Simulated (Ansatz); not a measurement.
Input

```
crystal:
  periodic: [false, false, false]
  atoms:
    - {symbol: F, position_ang: [1.659301, 1.225004, -0.397320]}
    - {symbol: F, position_ang: [-1.082119, -1.945762, -0.294989]}
    - {symbol: F, position_ang: [-0.877928, 1.493689, -0.812419]}
    - {symbol: S, position_ang: [0.393675, -1.419906, -0.842711]}
    - {symbol: Si, position_ang: [0.217410, 0.600016, -0.045061]}
basis:
  gaussian: {orbitals: def2-TZVPD}
output: {forces: true, orbitals: {seedname: orbitals}}
hamiltonian: {xc: pbe0}
total_charge: 0
magnetization: {spin_polarized: true, initial_magnetization: 1}
```

Launched as:

```sh
ansatz run input.yaml --threads 1 --pin off --max-ram 2610MiB --events-out events.jsonl --progress --plain --runs-dir runs
```

Geometry: B3LYP/6-31G*.

The calculation used isolated molecule in a Gaussian basis; Kohn-Sham density functional theory, functional PBE0 in Ansatz.

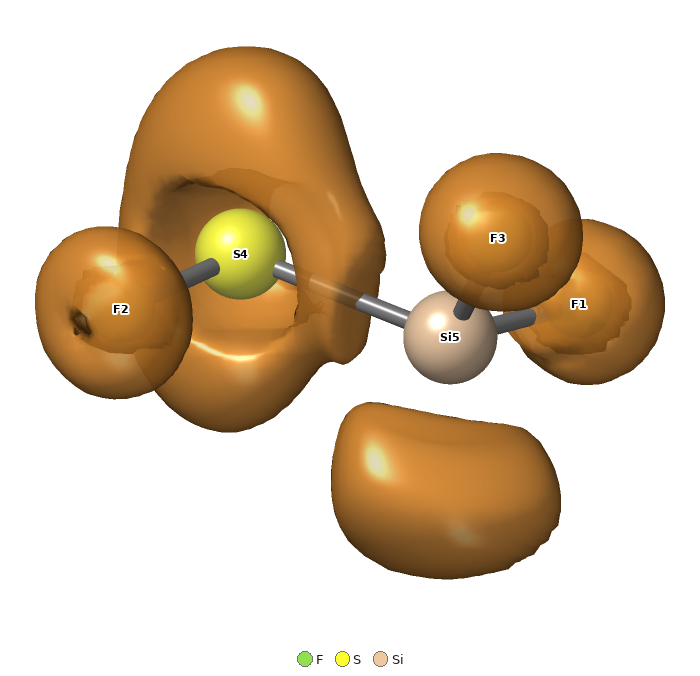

F₃SSi (SMILES FS[Si](F)F) (doublet). Isosurface of the ELF at 0.8 (orange), seen from one side. Core shells and regions of very low density are left out.

Question: Where are the electrons localised?

Answer: The ELF exceeds this value in one region on S in which the atom's valence shell and bonds are merged, one lobe on Si, pointing away from the bonds (non-bonding electrons) and three regions wrapped around F (its lone pairs, merged into a ring or cap).

Values along the shortest contacts:
Si–F (1.61 Å): the ELF peaks at about 0.85 in the valence shell of F, 0.6 Å from its nucleus, and is about 0.50 at the midpoint. S–F (1.66 Å): the ELF peaks at about 0.75 between the atoms (a shared but strongly polarised pair).
